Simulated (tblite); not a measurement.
# C4H10BO2P: the cost of one run

The runs use tblite 0.8.0 and PySCF 2.14.0, with density-fitted response routines of our own; the level of theory stands in each step. All values are computed, except where a source is named. Atoms count from 0, in the outputs and in this text.

## (1) Starting geometry

18 atoms, charge 0, multiplicity 1; geometry from: force field or distance geometry start.

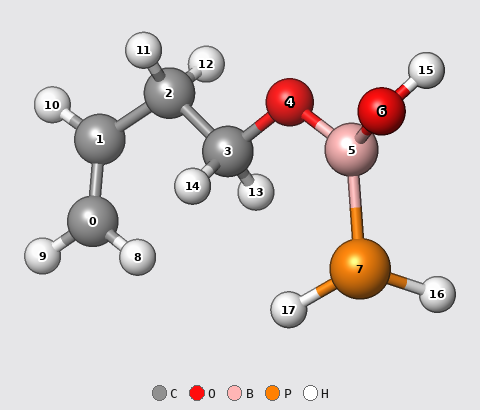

As it starts; carbon grey, oxygen red, boron pink, phosphorus orange, hydrogen white, atoms numbered; sticks join atoms by distance.

## (2) Optimising the geometry with GFN2-xTB

What the job is given:

```
{"job": {"kind": "relax", "xc": "GFN2-xTB", "basis": "xTB"}, "charge": 0, "multiplicity": 1}
C      2.496900     0.974800    -0.632900
C      2.530800    -0.356800    -0.558900
C      1.286500    -1.154900    -0.321200
C      0.061000    -0.255000    -0.226400
O     -1.030300    -1.094000    -0.006000
B     -2.298400    -0.372600     0.107800
O     -3.227700    -0.881800     1.107200
P     -2.510400     1.489500    -0.361200
H      1.567700     1.525400    -0.541100
H      3.383700     1.574100    -0.790400
H      3.503300    -0.882800    -0.648900
H      1.391400    -1.682900     0.625400
H      1.122800    -1.799800    -1.194200
H     -0.061500     0.230800    -1.206400
H      0.203000     0.476200     0.604900
H     -3.742900    -1.657700     0.725900
H     -3.381800     1.646500    -1.527600
H     -1.302800     2.227300    -0.432400
```

Command:

```sh
OMP_NUM_THREADS=1 python probes_run.py task.json out
```

This one command runs all jobs of the session in turn.

**Question.** How long does this first job take on 1 thread of Arm Neoverse V1, shared host, and how much memory does it need?

About 1.7 s, with a peak of 0.18 GiB.
